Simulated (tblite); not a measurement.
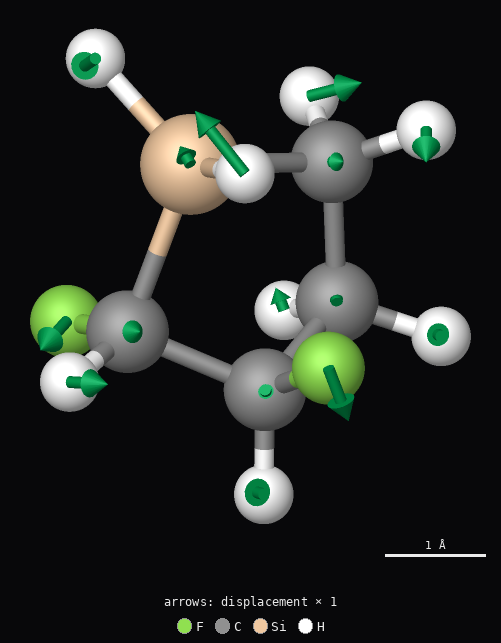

This is a relaxation of C4H8F2Si. The starting structure is drawn; green arrows show the displacements, at their true length. The two geometries are superimposed by the best rigid fit.

Style: ball-and-stick. Shown at a tilt.

Method: tblite 0.8.0, GFN2-xTB geometry optimisation, gas phase. 

> Describe the change and its energy.

The largest move after the best rigid fit is that of an H atom, 0.81 Å. By element the largest moves are H 0.81 Å, F 0.65 Å, C 0.26 Å, Si 0.25 Å. Some distances before and after: F–Si 2.532 → 3.278 Å, C–Si 1.885 → 1.929 Å, C–Si 1.870 → 1.907 Å, C–C 1.506 → 1.533 Å. Bond angles that change, for instance: C–C–Si 94.3° → 105.1°, F–C–H 115.3° → 105.9°, C–Si–H 108.1° → 114.2°. Groups turn about C–Si by about 35°, C–Si by about 30°, C–C by about 25°. After 68 geometry steps the energy has fallen by 48.5 kJ/mol. The run took 0.66 s on 1 thread of Arm Neoverse N1, with other jobs on the host.
